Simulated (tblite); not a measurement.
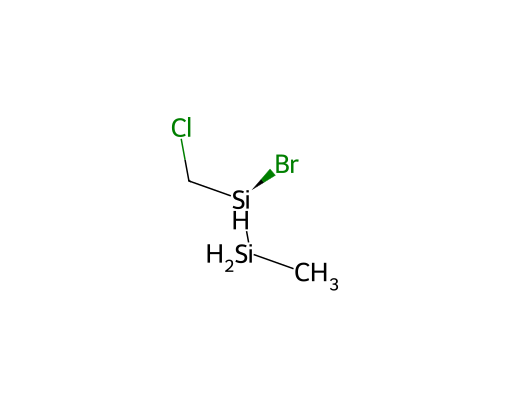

Simulated data, not a measurement (program: tblite).

2D structure.

Q: Give its SMILES.

A: C[SiH2][Si@H](Br)CCl

Q: What is the molecular formula?

A: C2H8BrClSi2.

Q: An optimisation with GFN2-xTB gave a structure of which point group?

A: C1.
